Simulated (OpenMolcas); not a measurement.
# US12h/def2-TZVP run of PO (Phosphorus monoxide)

What is the energy change on altering one bond length of PO (Phosphorus monoxide) at US12h/def2-TZVP? 

The results are computed with OpenMolcas 26.06.

### Step 1. The structure to begin with

PO has 2 atoms, charge 0, and is taken as a doublet. SMILES: `O=[P]`. The coordinates come from a GFN2-xTB relaxation.

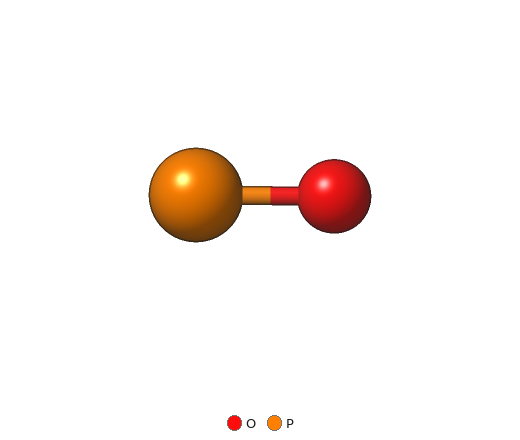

Viewed from a chosen angle; oxygen red, phosphorus orange.

### Step 2. A single-point energy at US12h/def2-TZVP

geom.xyz

```xyz
2

O      0.000000     0.000000     0.000000
P      0.000000     0.000000     1.455090
```

job.input

```
* OP Kohn-Sham DFT
>>> EXPORT MOLCAS_PRINT=2

&GATEWAY
 BASLIB = $CurrDir
 COORD = geom.xyz
 BASIS = def2-TZVP
 GROUP = NoSym

&SEWARD

&SCF
 UHF
 SPIN = 2
 KSDFT = S12H
 PRORBITALS = 0
```

The basis set def2-TZVP is read from a file made from the Basis Set Exchange's data (not shown).

The run is started by

```sh
export MOLCAS_MEM=1860
pymolcas job.input > job.log
```

Standard output:

```text
--- Start Module: gateway ---
[...]
--- Stop Module: gateway /rc=_RC_ALL_IS_WELL_ ---
--- Start Module: seward ---
[...]
      Basis functions           68
--- Stop Module: seward /rc=_RC_ALL_IS_WELL_ ---
--- Start Module: scf ---
[...]
       Convergence after  13 Iterations
[...]
::    Total KS-DFT energy                            -416.5491516639
[...]
      Total spin, S                                     0.5030529709
[...]
      Total electronic charge=   23.000000
      Total            charge=   -0.000000
[...]
      Dipole Moment (debye):
      Origin of the operator (angstrom)=    0.0000    0.0000    0.9596
                   X= -6.8856E-17               Y=  2.8333E-16               Z=  1.9753E+00           Total=  1.9753E+00
      Quadrupole Moment (debye*angstrom):
[...]
--- Stop Module: scf /rc=_RC_ALL_IS_WELL_ ---
[...]
```

Wall time 4.8 s (1 thread of Arm Neoverse V1, shared host); peak memory 0.41 GiB.

### Step 3. The distorted shape

geom.xyz

```xyz
2

O      0.000000     0.000000    -0.727510
P      0.000000     0.000000     1.455090
```

job.inp

```
&GATEWAY
  BasLib = $CurrDir
  Coord = geom.xyz
  Basis = def2-TZVP
  Group = NoSym

&SEWARD

&SCF
  UHF
  Spin = 2
  KSDFT = S12H
  PrOrbitals = 0
```

The basis set def2-TZVP is read from a file made from the Basis Set Exchange's data (not shown).

The run is started by

```sh
export MOLCAS_MEM=1860
pymolcas job.inp > job.log
```

Standard output:

```text
--- Start Module: gateway ---
[...]
--- Stop Module: gateway /rc=_RC_ALL_IS_WELL_ ---
--- Start Module: seward ---
[...]
      Basis functions           68
--- Stop Module: seward /rc=_RC_ALL_IS_WELL_ ---
--- Start Module: scf ---
[...]
       Convergence after  33 Iterations
[...]
::    Total KS-DFT energy                            -416.3891955045
[...]
      Total spin, S                                     0.8819681215
[...]
      Total electronic charge=   23.000000
      Total            charge=   -0.000000
[...]
      Dipole Moment (debye):
      Origin of the operator (angstrom)=    0.0000    0.0000    0.7118
                   X= -1.2002E-15               Y= -9.4200E-16               Z=  2.6740E+00           Total=  2.6740E+00
      Quadrupole Moment (debye*angstrom):
[...]
--- Stop Module: scf /rc=_RC_ALL_IS_WELL_ ---
[...]
```

Run time: 8.7 s. Hardware: 1 thread of Arm Neoverse V1, shared host; peak memory 0.41 GiB.

### Step 4. Results

Level: US12h/def2-TZVP.

```
                                                         quantity          value
                                        first shape: total energy  -416.54915 Eh
                                       first shape: dipole moment         1.98 D
                  first shape: HOMO energy (highest over α and β)       -5.75 eV
                   first shape: LUMO energy (lowest over α and β)       -3.26 eV
                                                first shape: ⟨S²⟩          0.756
                                    distorted shape: total energy  -416.38920 Eh
                                   distorted shape: dipole moment         2.67 D
              distorted shape: HOMO energy (highest over α and β)       -7.55 eV
               distorted shape: LUMO energy (lowest over α and β)       -3.96 eV
                                            distorted shape: ⟨S²⟩          1.660
energy change with the O1–P2 bond stretched from 1.455 to 2.183 Å       4.353 eV
```

With the O1–P2 bond stretched from 1.455 to 2.183 Å the energy rises by 4.35 eV (100 kcal/mol). The first shape isn't relaxed at this level, so the change isn't measured from a minimum. ⟨S²⟩ (distorted shape) is 1.66 where a pure doublet has 0.75: the reference is spin-contaminated.
